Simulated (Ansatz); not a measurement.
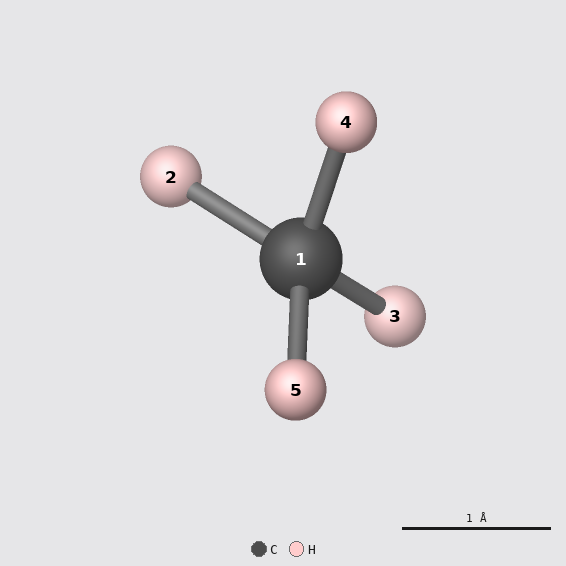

Source: calculation with Ansatz.

The atoms are numbered. Geometry: a fixed input geometry, not necessarily a minimum.

> Which bond is the longest?

C1–H2, 1.181 Å.
